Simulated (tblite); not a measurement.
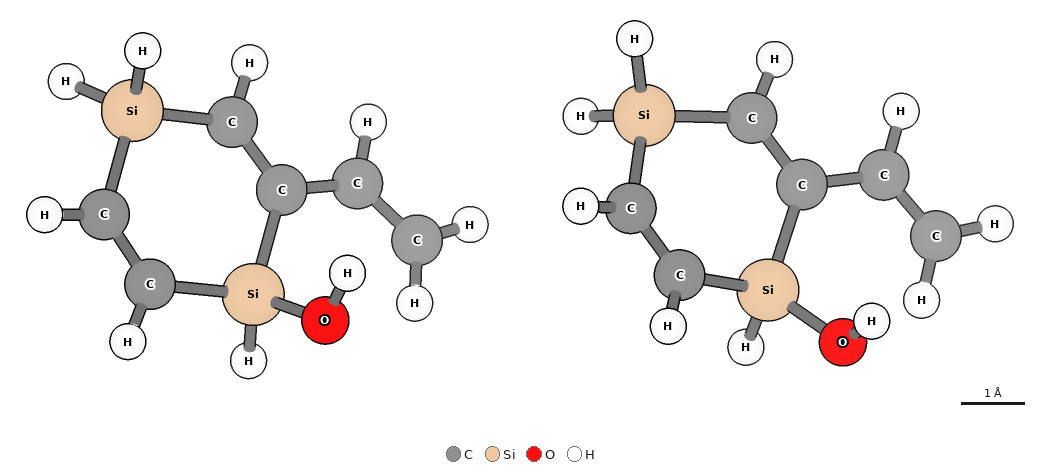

Two geometries of C₆H₁₀OSi₂, drawn at one scale. One is the start of a relaxation, the other its converged end. A ball-and-stick model, seen at a tilt.

Theory: tblite, GFN2-xTB geometry optimisation, gas phase. 

Which one is relaxed?

Answer. The right one is the relaxed one. After 150 geometry steps the energy has fallen by 4.37 kcal/mol. The atom that moves furthest after the best rigid fit is an H atom (0.82 Å). Largest moves by element: H 0.82 Å, O 0.65 Å, C 0.33 Å, Si 0.28 Å. Some distances before and after: O–Si 1.670 → 1.636 Å, C–Si 1.862 → 1.882 Å, H–Si 1.492 → 1.472 Å, H–O 0.971 → 0.953 Å. Bond angles that change, for instance: O–Si–H 108.9° → 100.5°, Si–O–H 113.7° → 121.8°, Si–C–H 109.9° → 116.0°. Groups turn about C–Si by about 25°, C–Si by about 20°, O–Si by about 20°. Cost: 1.5 s on 1 thread of Intel(R) Xeon(R) Platinum 8488C, with other jobs on the host.
